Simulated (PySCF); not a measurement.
Species, as SMILES: F[C]F (closed-shell singlet).
Geometry (B3LYP-D3(BJ)/def2-TZVP, fixed):
```xyz
3

F     -1.0201    -0.2528     0.0305
C     -0.0313     0.5961     0.0011
F      1.0410    -0.1446    -0.0312
```

Basis-set convergence of the mean static polarisability at PBE0 with PySCF. All functions are spherical. Density fitting with generated auxiliary sets. No added dispersion term, no relativity. Reference: the value in d-aug-cc-pVTZ, 16.71 bohr³, itself unsure by roughly 0.3 % (its mean distance from aug-pcseg-3, aug-cc-pVQZ, aug-pcseg-2). Deviations are taken from unrounded values. Cost is core time over that of aug-pcseg-1, rough, on shared machines of one kind; a dash marks a row that isn't timed (too short, read off another run, short of memory, by another algorithm or on other hardware).

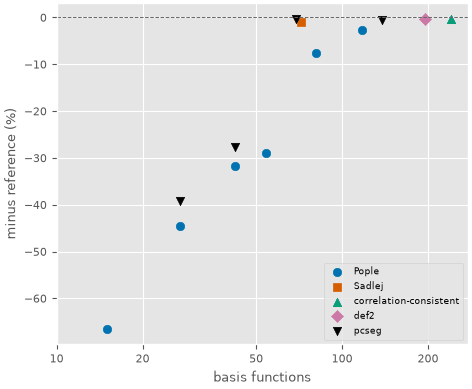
Fig. 1. Deviation from the reference against the number of basis functions, by family of sets.

| basis | functions | mean static polarisability (bohr³) | minus reference (%) | cost |
|---|---|---|---|---|
| STO-3G | 15 | 5.60 | -66.5 | - |
| 3-21G | 27 | 9.28 | -44.5 | - |
| pcseg-0 | 27 | 10.17 | -39.1 | - |
| 6-31G** | 42 | 11.42 | -31.6 | 0.6× |
| pcseg-1 | 42 | 12.07 | -27.8 | 0.6× |
| 6-311G** | 54 | 11.87 | -28.9 | 0.8× |
| aug-pcseg-1 | 69 | 16.66 | -0.3 | 1× |
| Sadlej pVTZ | 72 | 16.53 | -1.1 | 1× |
| 6-311++G(2d,2p) | 81 | 15.43 | -7.6 | 1× |
| 6-311++G(3df,3pd) | 117 | 16.27 | -2.6 | 3× |
| aug-pcseg-2 | 138 | 16.63 | -0.5 | 3× |
| def2-QZVPPD | 195 | 16.65 | -0.3 | 7× |
| aug-cc-pVQZ | 240 | 16.66 | -0.3 | 10× |
